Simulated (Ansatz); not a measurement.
# PBE/STO-3G run of GeH3F (fluorogermane)

What is the electronic atomisation energy of GeH3F (fluorogermane) at PBE/STO-3G? 

The calculation is run with Ansatz 0.2.0.

59 further runs of the same task are left out: 11 that didn't finish, 48 set aside as unsound or not needed.

## Step 1: The structure to begin with

The species is GeH3F (5 atoms), meant as a singlet with charge 0. SMILES: `[F][GeH3]`. The shape is that of a PBE0-D4/def2-TZVP optimisation.

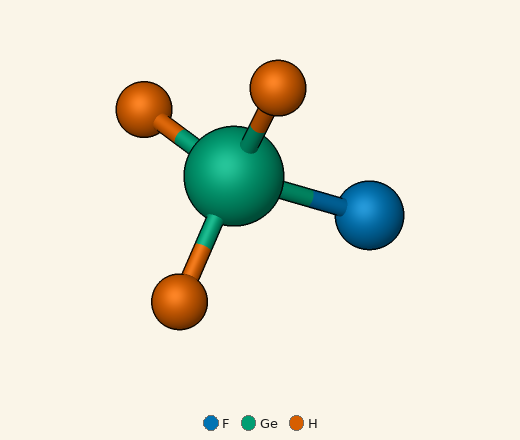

Viewed from a chosen angle; fluorine blue, germanium teal, hydrogen orange.

## Step 2: The energy at PBE/STO-3G

The input, in.yaml:

```yaml
crystal:
  periodic: [false, false, false]
  atoms:
    - symbol: F
      position_ang: [-1.046500, 0.474300, 1.162200]
    - symbol: Ge
      position_ang: [0.068200, -0.041600, -0.072800]
    - symbol: H
      position_ang: [1.331000, -0.512000, 0.658600]
    - symbol: H
      position_ang: [-0.627800, -1.178000, -0.831200]
    - symbol: H
      position_ang: [0.325100, 1.183600, -0.958100]
basis:
  gaussian: {orbitals: STO-3G}
hamiltonian: {xc: {name: PBE}}
accuracy: high
```

Launch:

```console
$ ansatz run in.yaml --threads 1 --pin off --max-ram 2610MiB --events-out events.jsonl --progress --plain --runs-dir runs
```

Output:

```text
Warning: RAYON_NUM_THREADS=1 ignored (pool sized by the plan → 1); use --threads N
Functional definition: PBE
  name "PBE"
  parameter kappa = 0.804
  parameter beta = 0.06672455060314922
  exchange = pbe_x(kappa = kappa, mu = beta*pi^2/3)
  correlation = pbe_c(beta = beta)
388 factors; integrals over basis functions are off by at most 2.2e-8 eV
mean field evaluation 1: about -58552.2043 eV, gradient 1.2e2 eV
mean field evaluation 2: about -58556.7588 eV, gradient 8.1e1 eV
mean field evaluation 4: about -58578.4593 eV, gradient 1.5e1 eV
mean field evaluation 8: about -58579.2175 eV, gradient 9.7e-2 eV
mean field evaluation 16: about -58579.2176 eV, gradient 3.2e-7 eV
mean field -58579.21758908 eV, -2152.7465399788 hartree, gradient 1.9e-8 eV, S^2 0.000000; 0 other end points of the search recorded, 0 dependent functions left out
reference -58579.21759066 eV, -2152.7465400369 hartree; 22, 22 occupied and 4, 4 virtual orbitals, 388 factors
Total energy: -58579.21759066 eV, -2152.7465400369 hartree
```

It took 1.3 s on 1 thread of Arm Neoverse V1, shared host; peak memory 0.094 GiB.

## Step 3: The F atom at the same level

The input, input.yaml:

```yaml
crystal:
  periodic: [false, false, false]
  atoms:
    - {symbol: F, position_ang: [0.000000, 0.000000, 0.000000]}
basis:
  gaussian:
    orbitals: STO-3G
magnetization:
  spin_polarized: true
  initial_magnetization: 1
hamiltonian:
  xc: pbe
accuracy: high
```

Run the same way, it converges to -98.16855 Eh (log not shown).

## Step 4: The Ge atom, same level

The input, input.yaml:

```yaml
crystal:
  periodic: [false, false, false]
  atoms:
    - {symbol: Ge, position_ang: [0.000000, 0.000000, 0.000000]}
basis:
  gaussian:
    orbitals: STO-3G
accuracy: high
hamiltonian:
  xc: {name: PBE}
magnetization:
  spin_polarized: true
  initial_magnetization: 2
```

Run the same way, it converges to -2052.47375 Eh (log not shown).

## Step 5: The H atom at the same level

The input, run.yaml:

```yaml
crystal:
  periodic: [false, false, false]
  atoms:
    - {symbol: H, position_ang: [0.000000, 0.000000, 0.000000]}
basis:
  gaussian:
    orbitals: STO-3G
magnetization:
  spin_polarized: true
  initial_magnetization: 1
hamiltonian:
  xc: pbe
accuracy: high
```

Run the same way, it converges to -0.46438 Eh (log not shown).

## Step 6: Summary of results

At PBE/STO-3G:

```
                     quantity           value
       molecule: total energy  -2152.74654 Eh
         F atom: total energy    -98.16855 Eh
                 F atom: ⟨S²⟩           0.750
        Ge atom: total energy  -2052.47375 Eh
                Ge atom: ⟨S²⟩           2.285
         H atom: total energy     -0.46438 Eh
                 H atom: ⟨S²⟩           0.750
electronic atomisation energy       19.350 eV
```

Taking the molecule apart into free atoms costs 19.35 eV (446 kcal/mol), before zero-point energy and without spin-orbit coupling. In a minimal basis such a difference can be off by several eV, whatever the method. ⟨S²⟩ (Ge atom) is 2.28 where a pure triplet has 2.00: the reference is spin-contaminated.
